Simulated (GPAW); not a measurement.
## Magnetic state of CrO2 from several starts

Does CrO2 prefer parallel or opposed moments, or none?

Program: GPAW 26.7.0. Level of theory: PBE with U = 4.38 eV on Cr d; plane waves with GPAW's PAW setups, scalar-relativistic. Results are calculated unless marked as measured.

## 1. The starting structure

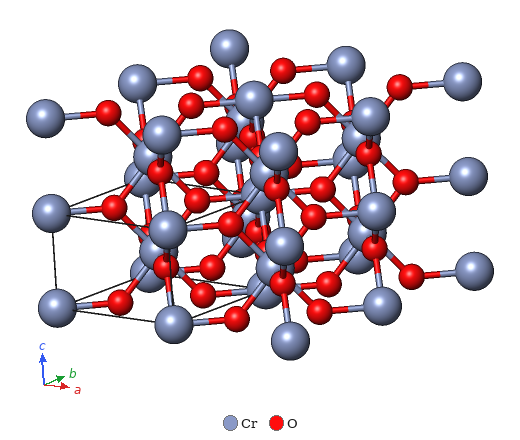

The starting structure, seen slightly off an axis (chromium light blue, oxygen red). 2×2×2 cells are drawn. Some periodic images of atoms are drawn too.

## 2. Start 1: ferro ++

Parallel moments need no larger cell; this start tests for a ferromagnetic state only. A Hubbard U of customary size acts on the open shell; it was not fitted to this crystal.

Contents of order1.py:

```python
import json
import numpy as np
from ase import Atoms
from ase.parallel import paropen, parprint
from gpaw import GPAW

atoms = Atoms(['Cr', 'Cr', 'O', 'O', 'O', 'O'],
    cell=[[4.421, 0.0, 0.0],
         [0.0, 4.421, 0.0],
         [0.0, 0.0, 2.917]],
    scaled_positions=[[0.0, 0.0, 0.0],
         [0.5, 0.5, 0.5],
         [0.301, 0.301, 0.0],
         [0.199, 0.801, 0.5],
         [0.699, 0.699, 0.0],
         [0.801, 0.199, 0.5]],
    pbc=True,
    magmoms=[3.0, 3.0, 0.0, 0.0, 0.0, 0.0])
atoms.calc = GPAW(mode={'name': 'pw', 'ecut': 700},
    xc='PBE',
    kpts={'size': (8, 8, 8), 'gamma': True},
    occupations={'name': 'fermi-dirac', 'width': 0.005},
    convergence={'density': 1e-05, 'energy': 1e-05},
    maxiter=200,
    setups={'Cr': ':d,4.38'},
    symmetry={'tolerance': 1e-4},
    txt='order1.txt')
e = atoms.get_potential_energy(force_consistent=True)
res = {'free_energy': e, 'energy_sigma0': atoms.get_potential_energy(), 'fermi_energy': atoms.calc.get_fermi_level()}
res['moments'] = atoms.get_magnetic_moments().tolist()
res['total'] = atoms.get_magnetic_moment()
parprint('site moments (muB):', np.round(res['moments'], 3))
parprint(f"total moment: {res['total']:.3f} muB")
parprint(f'free energy: {e:.6f} eV')
atoms.calc.write('order1.gpw')
with paropen('results.json', 'w') as f:
    json.dump(res, f)
```

Launch:

```bash
$ OMP_NUM_THREADS=1 mpirun -n 2 gpaw python order1.py > order1.log
```

The log of the run:

```text
site moments (muB): [ 2.605  2.604 -0.225 -0.225 -0.225 -0.225]
total moment: 4.000 muB
free energy: -45.308738 eV

--- order1.txt ---
Input parameters:
  mode=PW(ecut=700),
  convergence={'density': 1e-05, 'energy': 1e-05},
  kpts=MonkhorstPack(size=(8, 8, 8), gamma=True),
  maxiter=200,
  occupations=Occupations(name='fermi-dirac', width=0.005),
  setups={'Cr': ':d,4.38'},
  symmetry=Symmetry(tolerance=0.0001),
  xc=XC(name='PBE')

Diagonalizing LCAO Hamiltonian
Converting LCAO to pw mode
    .----------.
   /|          |
  / |          |
 *  | O Cr     |
 |  .-----O----.
 | /       O  /
 |/  O       /
 Cr---------*

Atoms  # Å, Bohr magnetons
|   | symbol |        x |        y |        z |    initial magnetic moments |
|---|--------|----------|----------|----------|-----------------------------|
| 0 |     Cr | 0.000000 | 0.000000 | 0.000000 | ( 0.0000,  0.0000,  3.0000) |
| 1 |     Cr | 2.210500 | 2.210500 | 1.458500 | ( 0.0000,  0.0000,  3.0000) |
| 2 |      O | 1.330721 | 1.330721 | 0.000000 | ( 0.0000,  0.0000,  0.0000) |
| 3 |      O | 0.879779 | 3.541221 | 1.458500 | ( 0.0000,  0.0000,  0.0000) |
| 4 |      O | 3.090279 | 3.090279 | 0.000000 | ( 0.0000,  0.0000,  0.0000) |
| 5 |      O | 3.541221 | 0.879779 | 1.458500 | ( 0.0000,  0.0000,  0.0000) |

Unit cell  # Å
| periodic |        x |        y |        z |  lengths |    angles |
|----------|----------|----------|----------|----------|-----------|
|      yes | 4.421000 | 0.000000 | 0.000000 | 4.421000 | 90.000000 |
|      yes | 0.000000 | 4.421000 | 0.000000 | 4.421000 | 90.000000 |
|      yes | 0.000000 | 0.000000 | 2.917000 | 2.917000 | 90.000000 |

Number of symmetries: 8

BZ-sampling:
  Number of BZ points: 512
  Number of IBZ points: 105

  Monkhorst-Pack size: [8, 8, 8]
  Monkhorst-Pack shift: [0.0625, 0.0625, 0.0625]

K-points  # in reciprocal-cell coordinates
|     |                                coordinates |     weight |
|-----|--------------------------------------------|------------|
|   0 | (  0.00000000,   0.00000000,   0.00000000) | 0.00195312 |
|   1 | (  0.00000000,   0.00000000,   0.12500000) | 0.00390625 |
|   2 | (  0.00000000,   0.00000000,   0.25000000) | 0.00390625 |
|   3 | (  0.00000000,   0.00000000,   0.37500000) | 0.00390625 |
|   4 | (  0.00000000,   0.00000000,   0.50000000) | 0.00195312 |
|   5 | (  0.12500000,  -0.12500000,   0.00000000) | 0.00390625 |
|   6 | (  0.12500000,  -0.12500000,   0.12500000) | 0.00781250 |
|   7 | (  0.12500000,  -0.12500000,   0.25000000) | 0.00781250 |
|   8 | (  0.12500000,  -0.12500000,   0.37500000) | 0.00781250 |
|   9 | (  0.12500000,  -0.12500000,   0.50000000) | 0.00390625 |
| ... |                                            |            |
| 104 | (  0.50000000,   0.50000000,   0.50000000) | 0.00195312 |

Plane wave coefficients: 2420
Cutoff: 700.0 eV

Spin-components: 2 (collinear spins)
Bands:           30
Projectors:      32
Spin-degeneracy: 1
Datatype:        complex128

Parallelization:
  kpt:    2
  domain: 1
  band:   1

Density:
  Valence electrons: 36.0
  Components: 2
  Grid points: [27 27 18]
  Charge: 0.0  # |e|

Potential:
  Grid points: [27 27 18]

species:
  Cr:
    name:    Chromium
    Z:       24.0
    valence: 6
    core:    18
    charge:  0.0  # [|e|]
    Hubbard: {U: 4.38,  # eV
              l: 2,
              scale: True}
    compensation charges:
      type: gauss
      rc: 0.35  # [Å]
      lmax: 2
    cutoffs:
      filter: 2.14  # [Å]
      core: 3.04  # [Å]
    projectors
    | kind |    occ | energy [eV] | rcut [Å] |
    |------|--------|-------------|----------|
    |   4s |  1.000 |      -4.007 |    1.164 |
    |   4p |  0.000 |      -0.989 |    1.217 |
    |   3d |  5.000 |      -2.913 |    1.111 |
    |    s |        |      23.205 |    1.164 |
    |    p |        |      26.223 |    1.217 |
    |    d |        |      24.299 |    1.111 |

    Using partial waves for Cr as LCAO basis

  O:
    name:    Oxygen
    Z:       8.0
    valence: 6
    core:    2
    charge:  0.0  # [|e|]
    compensation charges:
      type: gauss
      rc: 0.21  # [Å]
      lmax: 2
    cutoffs:
      filter: 1.17  # [Å]
      core: 0.83  # [Å]
    projectors
    | kind |    occ | energy [eV] | rcut [Å] |
    |------|--------|-------------|----------|
    |   2s |  2.000 |     -23.961 |    0.688 |
    |   2p |  4.000 |      -9.029 |    0.598 |
    |    s |        |       3.251 |    0.688 |
    |    p |        |      18.182 |    0.598 |
    |    d |        |       0.000 |    0.619 |

    Using partial waves for O as LCAO basis

Reference energy: -65328.164104  # eV

eigensolver:
  PPCG
  Converge bands: occupied
  niter=2

density mixing:
  MSR1-Mixer
  Pratt-step length: 0.05
  Maximum mixing coefficient: 0.75
  Old densities: 10
  SVD Regularization: 0.005
  Good broyden scale: 1.0
  Trust region scale: 1.0
  Backstep threshold: 4.0
  History deletion threshold: 6.0
  Fourier metric: weight=20.0, sigma=0.015

occupation numbers:
  Fermi-Dirac:
    width: 0.0050  # eV

poisson solver:
  ecut: 5600.0  # eV

xc functional:
  name: PBE with 2 nearest neighbor stencil

convergence criteria:
- Maximum integral of absolute [dens]ity change: 1e-05 electrons / valence electron
- Maximum [total energy] change in last 3 cyles: 1e-05 eV / valence electron
- Maximum integral of absolute [eigenst]ate change: 4e-08 eV^2 / valence electron
maximum number of iterations: 200

SCF iterations
|iter     |      energy | eigst |  dens |  magmom |
|---------|-------------|-------|-------|---------|
|iter:   1|       0s |  -46.927827 | +0.27 |       |  +5.9664|
|iter:   2|      14s |  -45.239018 | -1.50 | -0.60 |  +5.8681|
|iter:   3|      28s |  -44.003046 | -0.82 | -0.65 |  +5.1616|
|iter:   4|      43s |  -44.396753 | -2.19 | -0.90 |  +4.8251|
|iter:   5|      57s |  -45.097790 | -1.64 | -1.10 |  +4.2088|
|iter:   6|      71s |  -45.282839 | -2.57 | -1.55 |  +3.9743|
|iter:   7|      85s |  -45.277446 | -3.30 | -1.89 |  +3.9643|
|iter:   8|      99s |  -45.297878 | -3.39 | -2.16 |  +3.9847|
|iter:   9|     114s |  -45.302107 | -3.68 | -2.33 |  +3.9942|
|iter:  10|     128s |  -45.304899 | -3.96 | -2.44 |  +4.0085|
|iter:  11|     142s |  -45.306724 | -4.49 | -2.77 |  +4.0015|
|iter:  12|     157s |  -45.307783 | -4.58 | -3.00 |  +3.9976|
|iter:  13|     171s |  -45.308419 | -4.98 | -3.11 |  +3.9986|
|iter:  14|     184s |  -45.308608 | -5.25 | -3.22 |  +3.9999|
|iter:  15|     198s |  -45.308667c| -5.53 | -3.71 |  +4.0001|
|iter:  16|     212s |  -45.308675c| -6.04 | -4.10 |  +4.0000|
|iter:  17|     226s |  -45.308676c| -6.51 | -4.41 |  +4.0000|
|iter:  18|     240s |  -45.308676c| -7.23 | -4.83 |  +4.0000|
|iter:  19|     254s |  -45.308675c| -7.57c| -5.25c|  +4.0000|

Converged in 19 steps
Energy contributions relative to reference atoms: (reference = -65328.164104)

Energy contributions:
  Kinetic:          20.015266
  Coulomb:         -32.076553
  Zero:              1.423322
  External:          0.000000
  Xc:              -34.670647
  Entropy:          -0.000126
  Spinorbit:         0.000000
  ----------------------------
  Free energy:     -45.308738
  Extrapolated:    -45.308675

dipole moment: (-11.006721, -11.006721, -23.626179)  # |e|*Ang

Total magnetic moment: (0.000000, 0.000000, 3.999999)

Local magnetic moments
|        x |        y |         z |
|----------|----------|-----------|
| 0.000000 | 0.000000 |  2.604593 |  # Cr   0
| 0.000000 | 0.000000 |  2.604451 |  # Cr   1
| 0.000000 | 0.000000 | -0.225244 |  # O    2
| 0.000000 | 0.000000 | -0.225225 |  # O    3
| 0.000000 | 0.000000 | -0.225244 |  # O    4
| 0.000000 | 0.000000 | -0.225225 |  # O    5

Fermi level: 5.925
Eigenvalues  # (at kpt = [0.000, 0.000, 0.000])
| band index |      eig [eV] | occ [0-1] |      eig [eV] | occ [0-1] |
|------------|---------------|-----------|---------------|-----------|
|          0 |       -12.904 |     1.000 |       -13.302 |     1.000 |
|        ... |               |           |               |           |
|         10 |         3.011 |     1.000 |         2.550 |     1.000 |
|         11 |         3.011 |     1.000 |         3.162 |     1.000 |
|         12 |         3.025 |     1.000 |         4.901 |     1.000 |
|         13 |         3.025 |     1.000 |         5.041 |     1.000 |
|         14 |         3.105 |     1.000 |         5.041 |     1.000 |
|         15 |         3.392 |     1.000 |         5.299 |     1.000 |
|         16 |         3.632 |     1.000 |         9.895 |     0.000 |
|         17 |         5.242 |     1.000 |         9.959 |     0.000 |
|         18 |         5.762 |     1.000 |        10.255 |     0.000 |
|         19 |         5.762 |     1.000 |        10.446 |     0.000 |
|         20 |         6.349 |     0.000 |        10.446 |     0.000 |
|         21 |         6.595 |     0.000 |        10.937 |     0.000 |
|         22 |         8.261 |     0.000 |        12.053 |     0.000 |
|         23 |        10.716 |     0.000 |        12.850 |     0.000 |
|         24 |        10.716 |     0.000 |        12.850 |     0.000 |
|         25 |        11.649 |     0.000 |        14.017 |     0.000 |
|        ... |               |           |               |           |
|         29 |        15.044 |     0.000 |        16.779 |     0.000 |

No gap
No difference between direct/indirect transitions
```

The job ended after 4.6 min (2 MPI ranks of Arm Neoverse V1, shared host; peak memory 0.74 GiB).

Spin moment in the augmentation sphere by atom:

```
atom  spin moment in the augmentation sphere (μB)
 Cr1                                         2.60
 Cr2                                         2.60
  O3                                        -0.23
  O4                                        -0.23
  O5                                        -0.23
  O6                                        -0.23
```

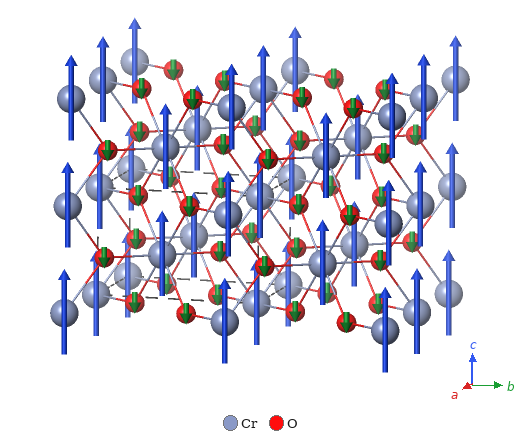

Spin moment in the augmentation sphere as arrows, the longest 2.60 μB. Up and down stand for the sign. Arrows give size and sign along the axis of quantisation, drawn up and down the page. Each arrow also spans its atom, so small moments look longer than they are. The two directions have two colours. 2×2×2 cells are drawn. Some periodic images of atoms are drawn too.

Read from the output:

```yaml
magnetization: 4.000 μB
final_state: ferromagnetic
```

After 19 cycles the largest moment stands at 2.60 μB.

[end of part 1 of 2]

[Logs and program files are shortened in this print: banners, set-up blocks, solver, clock and traceback lines can be left out without a mark of their own.]

[Logs are printed without paths, hosts, clocks, repeated set-up lines and the standing remarks that a program may print on its own settings, such as how far it seeks lower states.]

[Hosts, paths, dates, database ids (printed as entryN), source tags and the programs' standing remarks are cut or masked in the printed files.]

[Where a cell is said to come from a database of computed structures, the database is the Materials Project.]
